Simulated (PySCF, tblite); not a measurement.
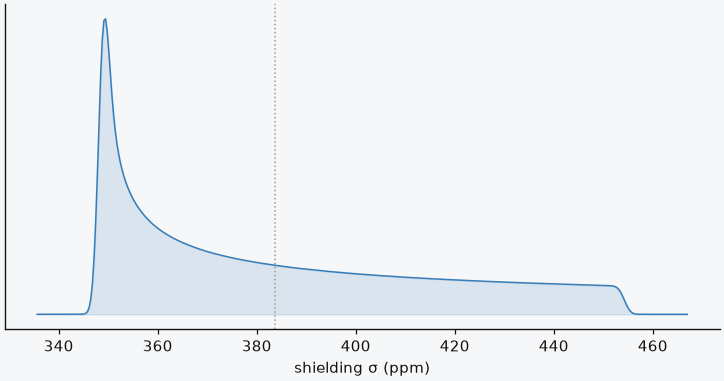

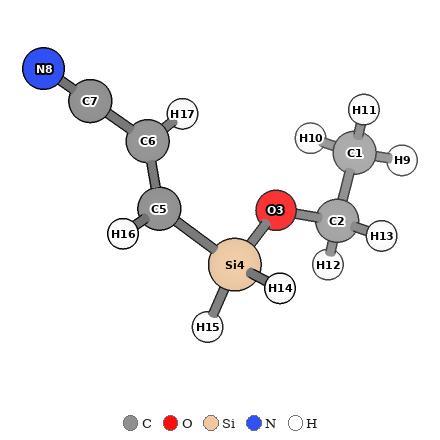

Static powder pattern (²⁹Si) from GIAO shielding tensors of C₅H₉NOSi, SMILES CCO[SiH2]/C=C/C#N, PBE0/pcSseg-1, PySCF, at a GFN2-xTB geometry (a minimum by its frequencies); absolute shielding, one fixed geometry of the isolated molecule without any motion, no dipolar terms. The dotted line is the isotropic value; skew is 3(σiso − σ22)/span.

### The pattern belongs to Si4. Give the principal values, span and skew.

Si4: σ11, σ22, σ33 = 348, 349, 454 ppm, isotropic 384, span 106 ppm, skew 0.99.

Known limits of this run: the tight-binding geometry is rougher than a DFT one and adds to the error; one conformer of a flexible molecule.
